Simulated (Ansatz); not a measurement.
# Calculations on BH$_{3}$SCl

### Relaxation

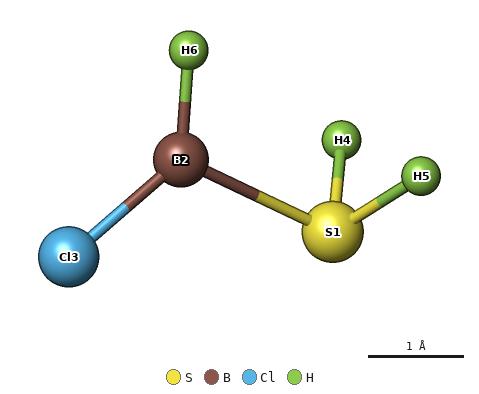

This is the input geometry for a relaxation of BH3SCl (charge +1). Style: ball-and-stick. Shown at a tilt.

The run prepares an end point of a later path (inversion) calculation, from a guessed geometry.

Computed with Ansatz, RKS PBE0-D4/def2-SVP.

Input file:
```yaml
crystal:
  periodic: [false, false, false]
  atoms:
    - { symbol: S, position_ang: [-0.63837, 0.247, -0.96572] }
    - { symbol: B, position_ang: [0.60241, -0.48779, 0.44049] }
    - { symbol: Cl, position_ang: [1.54776, -1.73483, 0.02967] }
    - { symbol: H, position_ang: [-1.72071, 0.35836, -0.1744] }
    - { symbol: H, position_ang: [-0.30962, 1.54036, -0.7876] }
    - { symbol: H, position_ang: [0.51852, 0.07689, 1.45756] }
total_charge: 1
basis:
  gaussian: { orbitals: def2-SVP }
hamiltonian:
  xc: pbe0
  dispersion: d4
relax:
  f_tol: 0.015
  max_steps: 40
output:
  orbitals: {}
```

Launched with:
```bash
ansatz run input.yaml --threads 1 --pin off --max-ram 2048MiB --backend cpu --events-out ev --progress --plain --runs-dir out
```

Predict the outcome.

Answer. The atom that moves furthest after the best rigid fit is H5 (0.97 Å). Largest moves by element: H 0.97 Å, Cl 0.87 Å, S 0.43 Å, B 0.19 Å. Near-neighbour distances that change, for instance: S1–B2 2.014 → 1.933 Å, B2–Cl3 1.618 → 1.683 Å, B2–H6 1.166 → 1.195 Å, S1–H4 1.345 → 1.360 Å. Among the angles between lasting bonds that change: B2–S1–H5 96.2° → 101.7°, H4–S1–H5 92.2° → 97.1°, B2–S1–H4 96.6° → 99.6°. Groups turn about S1–B2 by about 90°. Over 12 accepted moves (13 points after the start) the energy falls by 20.6 kJ/mol. Largest force component: 1.6 eV/Å at the start, 0.0062 eV/Å at the end. The line search rejected the trial step at point 6 of the run.

Step by step:

| step | E − E(0), kJ/mol | largest force component, eV/Å | note |
| --- | --- | --- | --- |
| 0 | 0.00 | 1.5931 |  |
| 1 | -5.84 | 0.8502 |  |
| 2 | -7.74 | 0.2209 |  |
| 3 | -8.14 | 0.1088 |  |
| 4 | -8.68 | 0.1151 |  |
| 5 | -10.81 | 0.3037 |  |
| 6 | -7.73 | 1.2145 | rejected |
| 7 | -12.82 | 0.2411 |  |
| 8 | -14.65 | 0.2009 |  |
| 9 | -16.55 | 0.3213 |  |
| 10 | -19.92 | 0.1580 |  |
| 11 | -20.53 | 0.0511 |  |
| 12 | -20.55 | 0.0617 |  |
| 13 | -20.59 | 0.0062 |  |

The structure at the end:

```xyz
6

S    -0.9110    0.1423   -0.6519
B     0.4530   -0.5510    0.5299
Cl    1.9345   -0.9750   -0.1474
H    -1.3818    1.1605    0.1165
H    -0.1750    0.9028   -1.5052
H     0.0804   -0.6796    1.6583
```

After the run, drawn alike:

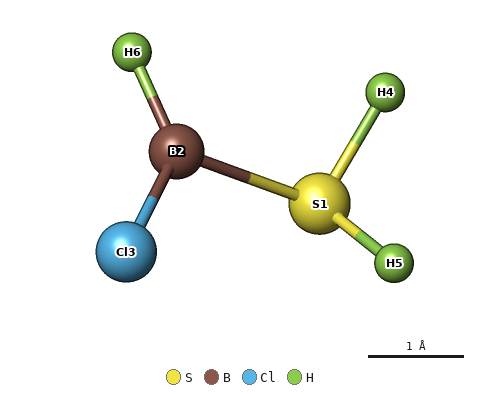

### Relaxation

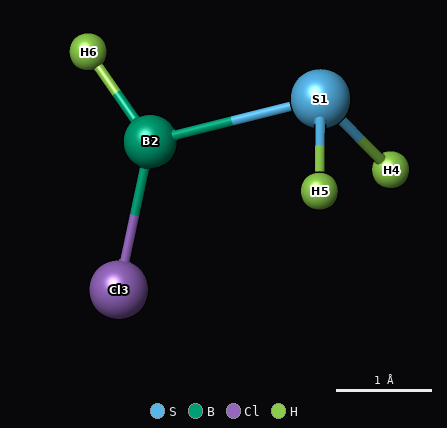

Starting structure of BH3SCl (charge +1). A ball-and-stick model, seen at a tilt.

The run prepares an end point of a later path (inversion) calculation, from a guessed geometry.

These are results of Ansatz 0.2.0, RKS PBE0-D4/def2-SVP, not measurements.

Input file:
```yaml
crystal:
  periodic: [false, false, false]
  atoms:
    - { symbol: S, position_ang: [-0.63837, 0.247, -0.96572] }
    - { symbol: B, position_ang: [0.60241, -0.48779, 0.44049] }
    - { symbol: Cl, position_ang: [1.54776, -1.73483, 0.02967] }
    - { symbol: H, position_ang: [-1.15277, -0.93486, -1.35127] }
    - { symbol: H, position_ang: [0.26017, 0.24293, -1.96831] }
    - { symbol: H, position_ang: [0.51852, 0.07689, 1.45756] }
total_charge: 1
basis:
  gaussian: { orbitals: def2-SVP }
hamiltonian:
  xc: pbe0
  dispersion: d4
relax:
  f_tol: 0.015
  max_steps: 40
```

Command:
```bash
ansatz run input.yaml --threads 1 --pin off --max-ram 2048MiB --backend cpu --events-out ev --progress --plain --runs-dir out
```

> Where does the relaxation end?

The energy falls by 24.7 kJ/mol in 10 accepted moves (11 points after the start). The largest force component goes from 1.8 to 0.0094 eV/Å. The line search rejected the trial step at point 9 of the run. The atom that moves furthest after the best rigid fit is H4 (0.94 Å). By element the largest moves are H 0.94 Å, Cl 0.78 Å, S 0.43 Å, B 0.10 Å. Among the contacts that change: S1–B2 2.014 → 1.934 Å, B2–Cl3 1.618 → 1.683 Å, B2–H6 1.166 → 1.195 Å, S1–H4 1.345 → 1.360 Å. Among the angles between lasting bonds that change: B2–S1–H5 96.2° → 101.6°, H4–S1–H5 92.2° → 97.1°, B2–S1–H4 96.6° → 99.6°. Groups turn about S1–B2 by about 85°. The run took 93 s on 1 thread of Intel(R) Xeon(R) Processor @ 2.50GHz (Skylake/Cascade Lake), with other jobs on the host, peak memory 0.14 GiB.

The structure at the end:

```xyz
6

S    -0.2418    0.3239   -1.1141
B     0.6221   -0.5622    0.3717
Cl    2.1445   -1.2318    0.1112
H    -1.5044   -0.1567   -0.9612
H     0.1166   -0.4737   -2.1554
H     0.0006   -0.4902    1.3903
```

The end point in the same view:

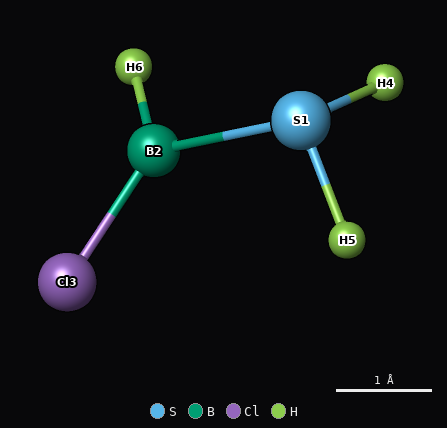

### Path

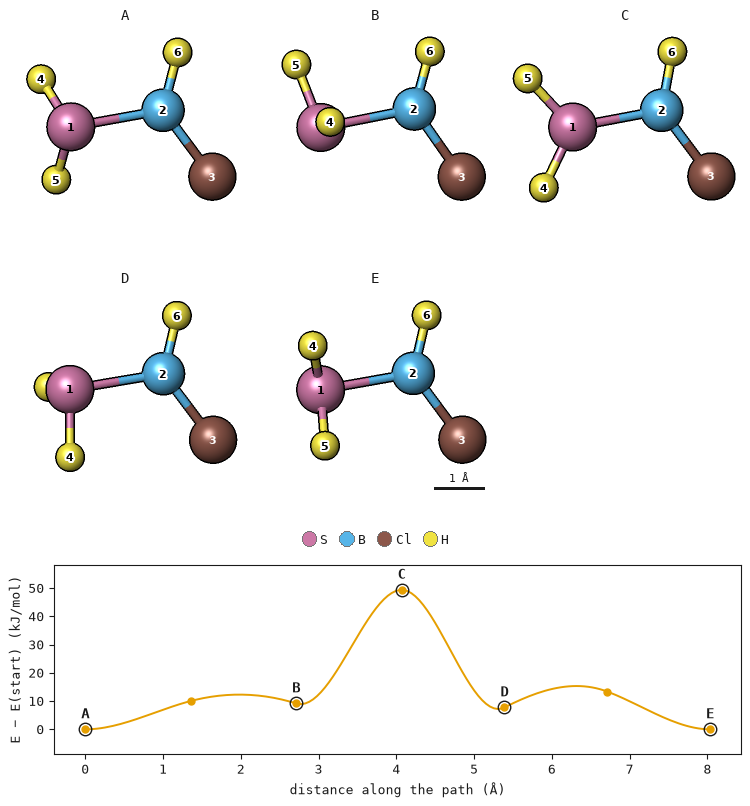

NEB run on BH3SCl (charge +1). Images are numbered from 0 (start) to 6 (end). Frames A to E are images 0, 2, 3, 4, 6. A ball-and-stick model, seen at a tilt.

Theory: Ansatz, RKS PBE0-D4/def2-SVP. Settings: 5 movable images; climbing image; force threshold 0.05 eV/Å; iteration limit 60; starting path through a guess of the saddle point.

Describe the mechanism and the energy profile.

Answer. The two ends have the same energy, and the highest point, image 3, lies 49.4 kJ/mol above the start. The profile has 3 maxima (images 1, 3, 5) with a dip at image 4 (+7.8 kJ/mol), so the process runs in steps. The path has more than one stage, and so few images may leave a stage unresolved. No bond forms or breaks between the ends. Among the angles between lasting bonds that change up to the highest image: B2–S1–H4 99.6° → 126.3°, B2–S1–H5 101.7° → 123.4°. The band converged in 23 iterations. The largest component of the band force went from 21 to 0.023 eV/Å. The climbing image converged on the top of the path. Its vibrational analysis gives one imaginary mode (582i cm⁻¹), as a transition state must have.

The run took 9.9 min on 1 thread of Intel(R) Xeon(R) Processor @ 2.50GHz (Skylake/Cascade Lake), with other jobs on the host, peak memory 0.13 GiB.
